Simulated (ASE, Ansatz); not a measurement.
**Convergence of a linear-scaling basis for germanene hexagonal flake, H-capped, Sn on Ge sites (108 atoms)**

Aim: test how closely localised support functions follow the reference on germanene hexagonal flake, H-capped, Sn on Ge sites (108 atoms), and at what cost. A setting counts as converged where the r.m.s. difference of forces stays under 1 % of the r.m.s. force.

Program: Ansatz 0.2.0. Level of theory: Kohn-Sham DFT, PBE, PAW (set soft_2), plane waves. Results are calculated unless marked as measured.

**1. The starting structure**

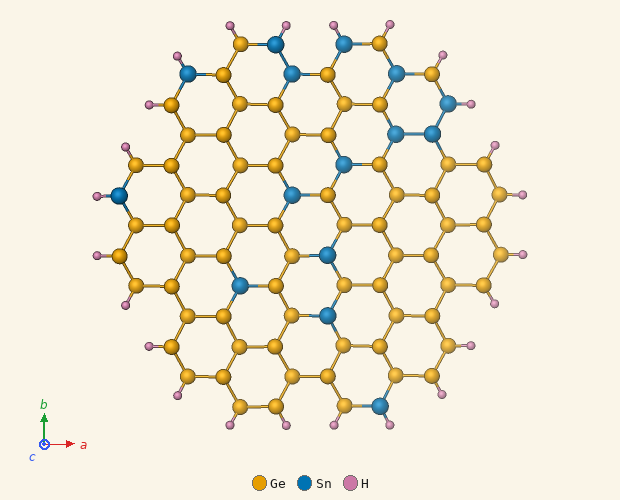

The cell as given, nearly along c (germanium orange, tin blue, hydrogen pink).

The cell holds 108 atoms: 69 Ge, 15 Sn and 24 H. Its edges and angles: a = 40.531 Å, b = 38.724 Å, c = 12.680 Å, α = 90.0°, β = 90.0°, γ = 90.0°. It derives from Ge (germanene) and Sn. Germanene (a = 4.03 Å), rectangular cell with x along the armchair direction; hexagon of inner radius 13 Å, edges capped with H, 12 Å of vacuum, 15 of 84 Ge replaced by Sn at random; not relaxed, displaced by a Gaussian of 0.02 Å. Regions: sheet, 84 atoms (69 Ge and 15 Sn); hydrogen, 24 atoms (24 H). Vacuum lies along a, b and c.

What the set-up can't give: Beside vacuum, support functions can miss their usual error bounds without a warning. The main run has no spin polarisation, so any moments at edges, vacancies or dangling bonds can't form in it.

**2. Plane-wave single point**

This run is the reference for what follows, at a cutoff of 420 eV.

input.yaml reads:

```yaml
crystal:
  lattice:
    - [40.53107, 0.0, 0.0]
    - [0.0, 38.72363, 0.0]
    - [0.0, 0.0, 12.68]
  atoms:
    - { symbol: Ge, position: [0.29877, 0.23979, 0.47249] }
    - { symbol: Ge, position: [0.27043, 0.29141, 0.52866] }
    - { symbol: Ge, position: [0.29856, 0.34365, 0.47354] }
    - { symbol: Ge, position: [0.18447, 0.44805, 0.5273] }
    - { symbol: Ge, position: [0.21345, 0.39655, 0.47363] }
    - { symbol: Ge, position: [0.2707, 0.3957, 0.5268] }
    - { symbol: Ge, position: [0.29912, 0.44804, 0.47404] }
    - { symbol: Sn, position: [0.18381, 0.5521, 0.5261] }
    - { symbol: Ge, position: [0.21317, 0.50057, 0.47211] }
    - { symbol: Ge, position: [0.27118, 0.50107, 0.52553] }
    - { symbol: Ge, position: [0.29894, 0.55283, 0.47271] }
    - { symbol: Ge, position: [0.21315, 0.6043, 0.47261] }
    - { symbol: Ge, position: [0.27025, 0.60375, 0.52404] }
    - { symbol: Ge, position: [0.29909, 0.65585, 0.47385] }
    - { symbol: Ge, position: [0.27017, 0.70809, 0.52855] }
    - { symbol: Sn, position: [0.29925, 0.76127, 0.47146] }
    - { symbol: Ge, position: [0.35601, 0.23946, 0.52467] }
    - { symbol: Ge, position: [0.38543, 0.18678, 0.47247] }
    - { symbol: Ge, position: [0.44303, 0.18816, 0.52709] }
    - { symbol: Ge, position: [0.47155, 0.23915, 0.47249] }
    - { symbol: Ge, position: [0.35648, 0.34383, 0.52611] }
    - { symbol: Ge, position: [0.38424, 0.29043, 0.47375] }
    - { symbol: Ge, position: [0.44145, 0.2914, 0.52853] }
    - { symbol: Ge, position: [0.47064, 0.34416, 0.47052] }
    - { symbol: Ge, position: [0.35668, 0.44775, 0.5272] }
    - { symbol: Sn, position: [0.38544, 0.39581, 0.47587] }
    - { symbol: Ge, position: [0.44292, 0.39593, 0.52756] }
    - { symbol: Ge, position: [0.47129, 0.44661, 0.47197] }
    - { symbol: Ge, position: [0.35579, 0.55236, 0.52621] }
    - { symbol: Ge, position: [0.38467, 0.50023, 0.47575] }
    - { symbol: Ge, position: [0.44214, 0.50027, 0.52381] }
    - { symbol: Sn, position: [0.4715, 0.55169, 0.4731] }
    - { symbol: Ge, position: [0.35667, 0.65683, 0.52736] }
    - { symbol: Ge, position: [0.38578, 0.60361, 0.47521] }
    - { symbol: Ge, position: [0.44223, 0.60346, 0.52789] }
    - { symbol: Ge, position: [0.47182, 0.65653, 0.47535] }
    - { symbol: Ge, position: [0.35628, 0.7599, 0.52763] }
    - { symbol: Ge, position: [0.38503, 0.70944, 0.47348] }
    - { symbol: Ge, position: [0.44248, 0.70799, 0.52539] }
    - { symbol: Sn, position: [0.47129, 0.76072, 0.47308] }
    - { symbol: Ge, position: [0.38633, 0.81232, 0.47317] }
    - { symbol: Sn, position: [0.44257, 0.81188, 0.52508] }
    - { symbol: Ge, position: [0.52873, 0.23982, 0.52547] }
    - { symbol: Ge, position: [0.55807, 0.18852, 0.47428] }
    - { symbol: Sn, position: [0.61527, 0.18782, 0.52448] }
    - { symbol: Ge, position: [0.64256, 0.24037, 0.47381] }
    - { symbol: Sn, position: [0.52869, 0.34415, 0.52658] }
    - { symbol: Ge, position: [0.55603, 0.29241, 0.47307] }
    - { symbol: Ge, position: [0.61472, 0.29094, 0.52782] }
    - { symbol: Ge, position: [0.64381, 0.3436, 0.4725] }
    - { symbol: Sn, position: [0.52835, 0.4486, 0.52626] }
    - { symbol: Ge, position: [0.55772, 0.3964, 0.47197] }
    - { symbol: Ge, position: [0.61534, 0.39676, 0.52584] }
    - { symbol: Ge, position: [0.643, 0.44757, 0.4753] }
    - { symbol: Ge, position: [0.52874, 0.55229, 0.52741] }
    - { symbol: Ge, position: [0.55791, 0.50054, 0.47093] }
    - { symbol: Ge, position: [0.61438, 0.50054, 0.5289] }
    - { symbol: Ge, position: [0.6443, 0.55174, 0.47457] }
    - { symbol: Ge, position: [0.52968, 0.65559, 0.52794] }
    - { symbol: Sn, position: [0.55701, 0.60416, 0.4739] }
    - { symbol: Ge, position: [0.61442, 0.60474, 0.52958] }
    - { symbol: Sn, position: [0.64288, 0.65617, 0.47111] }
    - { symbol: Ge, position: [0.52852, 0.75975, 0.52938] }
    - { symbol: Ge, position: [0.55815, 0.70852, 0.4712] }
    - { symbol: Ge, position: [0.61487, 0.70807, 0.53012] }
    - { symbol: Sn, position: [0.64431, 0.76054, 0.46915] }
    - { symbol: Sn, position: [0.55726, 0.81176, 0.47441] }
    - { symbol: Ge, position: [0.61432, 0.81336, 0.52879] }
    - { symbol: Ge, position: [0.70084, 0.24002, 0.52571] }
    - { symbol: Ge, position: [0.70146, 0.34335, 0.52553] }
    - { symbol: Ge, position: [0.72953, 0.29121, 0.4718] }
    - { symbol: Ge, position: [0.69956, 0.44805, 0.52416] }
    - { symbol: Ge, position: [0.7294, 0.39604, 0.47186] }
    - { symbol: Ge, position: [0.78634, 0.39586, 0.52825] }
    - { symbol: Ge, position: [0.8165, 0.44794, 0.47131] }
    - { symbol: Ge, position: [0.7014, 0.55115, 0.52609] }
    - { symbol: Ge, position: [0.72893, 0.49939, 0.47259] }
    - { symbol: Ge, position: [0.78676, 0.50068, 0.52659] }
    [... 24 atom lines left out ...]
    - { symbol: H, position: [0.80557, 0.36362, 0.49127] }
    - { symbol: H, position: [0.85185, 0.44841, 0.50575] }
    - { symbol: H, position: [0.85147, 0.55131, 0.5068] }
    - { symbol: H, position: [0.80621, 0.63688, 0.49185] }
    - { symbol: H, position: [0.71984, 0.79264, 0.4944] }
    - { symbol: H, position: [0.76624, 0.70796, 0.50648] }
kpoints:
  mp_grid: { grid: [1, 1, 1] }
hamiltonian:
  xc: pbe
scf:
  occupations: { method: gaussian, width: 0.05 }
output:
  forces: true
  populations: true
  dos:
    method: { smearing: { sigma: 0.1 } }
    de: 0.1
    projected:
      site_lists:
        Ge: [Ge]
        H: [H]
        Sn: [Sn]
        hydrogen: [84, 85, 86, 87, 88, 89, 90, 91, 92, 93, 94, 95, 96, 97, 98, 99, 100, 101, 102, 103, 104, 105, 106, 107]
  eigenvalues: true
```

Run with:

```bash
$ ansatz run input.yaml --threads 32 --pin off --max-ram 143360MiB --backend cuda --events-out ev --progress --plain --runs-dir out
```

Numbers of over 12 decimals in the logs are rounded to 6 here.

What it wrote:

```text
Engine: ansatz 0.2.0, aarch64-unknown-linux-gnu
Pseudopotentials: kind: paw
Pseudopotential: Ge, paw, valence charge 14, recommended cutoff 420 eV (normal), Ge.paw.azcp
Pseudopotential: Sn, paw, valence charge 14, recommended cutoff 420 eV (normal), Sn.paw.azcp
Pseudopotential: H, paw, valence charge 1, recommended cutoff 420 eV (normal), H.paw.azcp
Functional definition: PBE
  parameter kappa = 0.804
  parameter beta = 0.066725
  exchange = pbe_x(kappa = kappa, mu = beta*pi^2/3)
  correlation = pbe_c(beta = beta)
device memory: the entry about to start is reckoned to put 34.8 GiB on a device that reports 182.5 GiB free
GPU FFT provider: cuFFT
GPU libraries: cuBLAS 13.8.1, cuFFT 12.4.0, cuSOLVER 12.3.2
GPU matrix products: emulated (plane waves: as basis.precision tells), large ones in fixed point in workspaces of 1.00 GiB
Crystal: 108 atoms, lattice volume = 19901.389 Å³
Basis set: ecut = 420 eV, 388909 PW (Γ), exchange–correlation on 576×540×180 points (8 copies of the dense FFT grid, shifted against one another)
Bands: 720, of which v1, the nominal top of the filled ones, is band 600 counted from 1 (599 counted from 0)
Symmetry: 1 space group operations
Space group: P1 (ITA 1), of the structure as read, at distance tolerance 2.7e-4 Å
k-points: 1
Non-local potential: Ge, projectors of the file, l = 0: 2, l = 1: 2, l = 2: 3, l = 3: 1
Non-local potential: Sn, projectors of the file, l = 0: 2, l = 1: 2, l = 2: 2, l = 3: 2
Non-local potential: H, projectors of the file, l = 0: 2, l = 1: 1
PAW form: soft (Blöchl's): semilocal exchange-correlation on the pseudo side does not see the compensation charge
PAW one-centre angular grid: Ge, 590 points (default); XC on 64 Gauss nodes
PAW one-centre angular grid: Sn, 590 points (default); XC on 64 Gauss nodes
PAW one-centre angular grid: H, 110 points (default); XC on 64 Gauss nodes
Initial density: superposition of atomic densities (neutral atoms: chi_scale 0, normalization atom), corrected by the library's trained network
Initial wavefunctions: pseudopotential atomic-orbital guess
GPU buffer pool allocated for 6998400 grid points (all kernels)
GPU transforms: local potential and band sums: pruned to the plane-wave sphere, on 270×270×90
Functional: x = pbe(κ = 0.804, μ = 0.219515), c = pbe(β = 0.066725)
SCF iter   1: F=—  HF=-387036.133940 eV  |F-HF|=—  |Δ(HF+E_count)|=         —  Δρ=8.54e-4  dr2=3.48e-1  ethr=1.77e-3  ⟨swp⟩=6.0  Hψ=2717  notcnv=0  defer=61
preconditioner: auto → Resta (q_TF=auto, 1.708 Å⁻¹)  ε∞=1.4  [insulator: Δε(μ)=0.599 eV  Ē_g=7.638 eV  σ=0.050 eV  W_gap=1.00  n_scr=1708 (ndim 8)  ℏωp=5.0 eV  f_vac=0.826  D(μ)=0.00/eV (n_scr^D=0)  ε∞_Penn≈1.4  vacuum switching on, ρ_ref=4.2e-3 e/Å³]
SCF iter   2: F=—  HF=-387036.137804 eV  |F-HF|=—  |Δ(HF+E_count)|=   3.86e-3  Δρ=4.59e-4  dr2=1.22e-1  ethr=2.90e-5  ⟨swp⟩=2.0  Hψ=1290  notcnv=0  defer=112
SCF iter   3: F=—  HF=-387036.188913 eV  |F-HF|=—  |Δ(HF+E_count)|=   5.11e-2  Δρ=3.04e-4  dr2=2.45e-1  ethr=1.02e-5  ⟨swp⟩=8.0  Hψ=1378  notcnv=0  defer=112
SCF iter   4: F=—  HF=-387036.169216 eV  |F-HF|=—  |Δ(HF+E_count)|=   1.97e-2  Δρ=1.46e-4  dr2=5.47e-2  ethr=1.02e-5  ⟨swp⟩=2.0  Hψ=905  notcnv=0  defer=112
SCF iter   5: F=—  HF=-387036.171404 eV  |F-HF|=—  |Δ(HF+E_count)|=   2.19e-3  Δρ=7.44e-5  dr2=4.46e-3  ethr=4.56e-6  ⟨swp⟩=2.0  Hψ=699  notcnv=0  defer=112
SCF iter   6: F=—  HF=-387036.170022 eV  |F-HF|=—  |Δ(HF+E_count)|=   1.38e-3  Δρ=4.44e-5  dr2=1.04e-3  ethr=3.72e-7  ⟨swp⟩=2.0  Hψ=714  notcnv=0  defer=112
SCF iter   7: F=—  HF=-387036.170435 eV  |F-HF|=—  |Δ(HF+E_count)|=   4.12e-4  Δρ=2.60e-5  dr2=5.74e-4  ethr=8.71e-8  ⟨swp⟩=2.0  Hψ=717  notcnv=0  defer=112
SCF iter   8: F=—  HF=-387036.170544 eV  |F-HF|=—  |Δ(HF+E_count)|=   1.10e-4  Δρ=1.39e-5  dr2=5.86e-5  ethr=4.78e-8  ⟨swp⟩=2.0  Hψ=708  notcnv=0  defer=112
SCF iter   9: F=—  HF=-387036.176255 eV  |F-HF|=—  |Δ(HF+E_count)|=   5.71e-3  Δρ=7.65e-6  dr2=1.46e-5  ethr=4.88e-9  ⟨swp⟩=2.0  Hψ=819  notcnv=0  defer=112
SCF iter  10: F=—  HF=-387036.176285 eV  |F-HF|=—  |Δ(HF+E_count)|=   3.03e-5  Δρ=4.07e-6  dr2=1.78e-5  ethr=1.21e-9  ⟨swp⟩=2.0  Hψ=788  notcnv=0  defer=112
SCF iter  11: F=—  HF=-387036.176300 eV  |F-HF|=—  |Δ(HF+E_count)|=   1.43e-5  Δρ=1.96e-6  dr2=1.53e-6  ethr=1.21e-9  ⟨swp⟩=2.0  Hψ=712  notcnv=0  defer=112
SCF iter  12: F=—  HF=-387036.176305 eV  |F-HF|=—  |Δ(HF+E_count)|=   5.20e-6  Δρ=1.07e-6  dr2=5.65e-7  ethr=1.28e-10  ⟨swp⟩=2.0  Hψ=729  notcnv=0  defer=112
SCF iter  13: F=—  HF=-387036.176306 eV  |F-HF|=—  |Δ(HF+E_count)|=   1.06e-6  Δρ=6.18e-7  dr2=1.63e-7  ethr=4.71e-11  ⟨swp⟩=2.0  Hψ=713  notcnv=0  defer=112
SCF iter  14: F=—  HF=-387036.176306 eV  |F-HF|=—  |Δ(HF+E_count)|=   1.77e-7  Δρ=3.47e-7  dr2=1.40e-7  ethr=8.33e-12  ⟨swp⟩=27.0  Hψ=4512  notcnv=0
SCF iter  15: F=-387036.176306 eV  HF=-387036.176306 eV  |F-HF|=2.47e-7  |Δ(HF+E_count)|=   3.07e-8  Δρ=1.73e-7  dr2=1.69e-8  ethr=8.33e-12  ⟨swp⟩=6.0  Hψ=1815  notcnv=0
SCF 1 converged in 15 iterations: F = -387036.176306 eV  dr2 = 1.69e-8
  greatest PAW one-centre occupation: 0.998 electrons in one spin orbital (limit 2), on the Ge atom at site 82 (counted from 0), in its partial waves of l = 2
SCF converged after 15 iterations
Free energy (F): -387036.176306 eV
Harris-Foulkes:  -387036.176306 eV  (|F-HF|=2.47e-7)
Internal energy: -387036.176306 eV  (E = F + TS)
E sigma→0 (E₀):  -387036.176306 eV
Fermi energy:    -3.085870 eV
--- Per-component energies (eV) ---
  E_band       = -25462.392013
  E_kinetic    = 10781.832459
  E_local      = -1061106.492505  (includes V_loc(G=0)·N_el)
  E_nonlocal   = 28373.309024
  E_hartree    = 514710.244882
  E_xc         = -11116.843107
  E_vxc        = -6100.937020  (∫ρ·V_xc dr)
  E_paw        = -201371.589321  (= ΣΔE_a)
  E_vpaw       = -26830.649862  (= ΣTr[D̂ρ^β])
  E_aug_tail   = -0.009387  (compensation charges beyond the density's cutoff)
  E_ewald      = 332693.371649
  E_smearing   = -0.000000  (= −TS)
  E_closure    = -0.000000  (closes the sum)
  Σ components = -387036.176306   (vs F -387036.176306, Δ=0.00e0)
--- Forces (eV/Å), atoms counted from 1 ---
[... 108 lines of forces left out ...]
  max |Σ_I F_I| component: 1.85e-5 eV/Å
--- Band table (eV) ---
[... left out ...]
--- Löwdin populations: 108 sites ---
  site symbol       q [e]
[... 108 lines, one an atom, left out ...]
  spilling = 0.003244 (of n_electrons = 1200.000000)
```

Wall time 10 s (1 × NVIDIA GB200 with 32 threads of Arm Neoverse V2, shared host); peak memory 5.2 GiB; 34 s of CPU time.

That memory is the host's; the program planned up to 34.8 GiB on the GPU. Forces of this run were stored rounded, and per-atom blocks of the log weren't kept.

The run gave:

- free energy: -387036.1763 eV
- free energy per atom: -3583.6683 eV/atom
- SCF cycles: 15
- r.m.s. force component: 1.036 eV/Å
- longest force: 4.885 eV/Å
- Fermi energy: -3.086 eV
- gap (highest filled to lowest empty level): 0.5949 eV
- spilling of the projection: 0.003244

Length of the force by element:

| element | coordination | atoms | mean length of the force (eV/Å) | spread | least | most |
| --- | --- | --- | --- | --- | --- | --- |
| Ge | all | 69 | 1.02 | 0.726 | 0.0277 | 2.64 |
| H | all | 24 | 1.51 | 1.66 | 0.0897 | 4.89 |
| Sn | all | 15 | 2.59 | 1.10 | 1.24 | 4.04 |

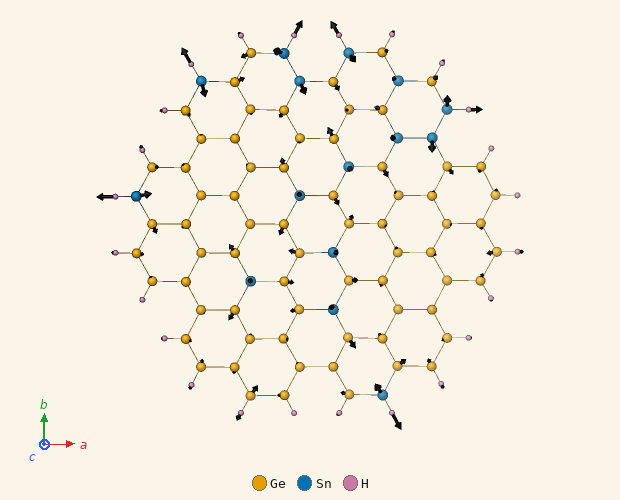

Forces as arrows; the longest in the cell is 4.89 eV/Å.

Löwdin charges by element (they lack the spilled electrons, 0.036 e an atom on average):

| element | coordination | atoms | mean charge (e) | spread | least | most |
| --- | --- | --- | --- | --- | --- | --- |
| Ge | all | 69 | 0.0056 | 0.0673 | -0.159 | 0.0991 |
| H | all | 24 | -0.0425 | 0.03 | -0.101 | -0.0177 |
| Sn | all | 15 | 0.302 | 0.074 | 0.103 | 0.393 |

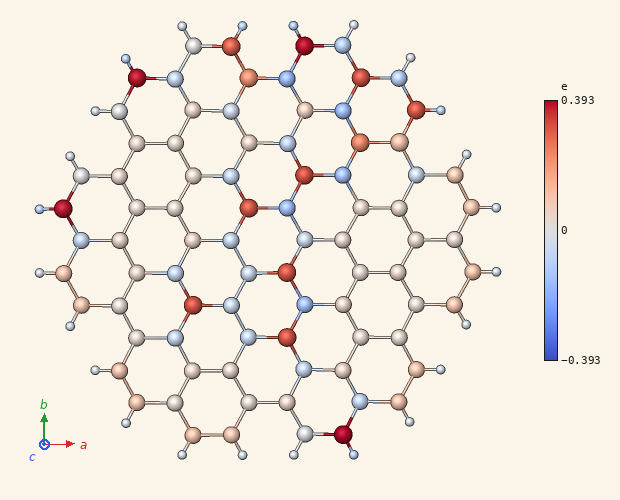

Atoms coloured by Löwdin charge.

Charge against the make-up of the first shell:

| Sn neighbours of Ge | atoms | mean charge (e) |
| --- | --- | --- |
| 0 | 43 | 0.05 |
| 1 | 19 | -0.046 |
| 2 | 7 | -0.131 |

By region:

| region | atoms | mean length of the force (eV/Å) |
| --- | --- | --- |
| sheet | 84 | 1.30 |
| hydrogen | 24 | 1.51 |

Density of states as counts of states in windows of 1 eV (from the Fermi level), total and some projections:

| from (eV) | to (eV) | total | Ge p | Ge s | Sn p | H s |
| --- | --- | --- | --- | --- | --- | --- |
| -10 | -9 | 39.8 | 6.9 | 24.7 | 1.8 | 2.0 |
| -9 | -8 | 11.7 | 2.4 | 6.3 | 0.6 | 0.9 |
| -8 | -7 | 31.6 | 8.3 | 14.8 | 1.8 | 3.6 |
| -7 | -6 | 20.7 | 6.1 | 8.8 | 1.3 | 2.0 |
| -6 | -5 | 14.4 | 4.5 | 5.9 | 0.9 | 1.4 |
| -5 | -4 | 16.9 | 7.2 | 3.5 | 2.0 | 3.0 |
| -4 | -3 | 31.9 | 18.7 | 3.0 | 3.8 | 4.9 |
| -3 | -2 | 57.7 | 42.1 | 2.0 | 7.9 | 4.2 |
| -2 | -1 | 72.2 | 55.9 | 2.7 | 10.8 | 1.3 |
| -1 | 0 | 27.6 | 21.1 | 1.4 | 4.2 | 0.3 |
| 0 | 1 | 28.0 | 21.1 | 1.9 | 4.0 | 0.2 |
| 1 | 2 | 41.3 | 26.5 | 5.6 | 6.0 | 0.7 |
| 2 | 3 | 65.3 | 36.5 | 10.9 | 6.7 | 1.8 |

Between -25 and -10 eV lie 875 more states.

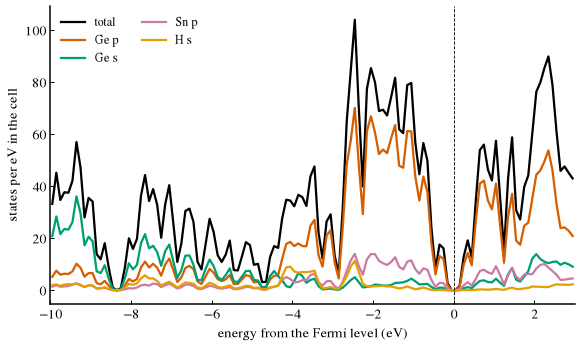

Total and projected density of states, with the broadening of the input.

Not all projections were asked for or kept, so they needn't add up to the total.

The levels nearest the highest filled one (over half full), pooled over k-points and spins:

| level less the highest filled one (eV) | occupation |
| --- | --- |
| -0.396 | 2 |
| -0.357 | 2 |
| -0.339 | 2 |
| -0.270 | 2 |
| -0.023 | 2 |
| 0 | 2 |
| 0.595 | 0 |
| 0.641 | 0 |
| 0.856 | 0 |
| 0.893 | 0 |
| 0.904 | 0 |
| 0.936 | 0 |

Mean Löwdin charges: Ge +0.01, H -0.04, Sn +0.30 e (they miss 0.32 % of the electrons, so they add up to more than the cell's charge). Charges this small depend on the projection, at times even in sign. The charge on Ge changes by -0.093 e for each Sn neighbour that takes the place of another kind, on average. The largest share in the top eV of filled states is Ge p (77 % of the projected weight), and in the lowest eV of empty states Ge p (75 % of the projected weight).

(Part 1 of 2 ends here.)

[Logs are printed without paths, hosts, clocks, repeated set-up lines and the standing remarks that a program may print on its own settings, such as how far it seeks lower states.]

[Hosts, paths, dates, database ids (printed as entryN), source tags and the programs' standing remarks are cut or masked in the printed files.]
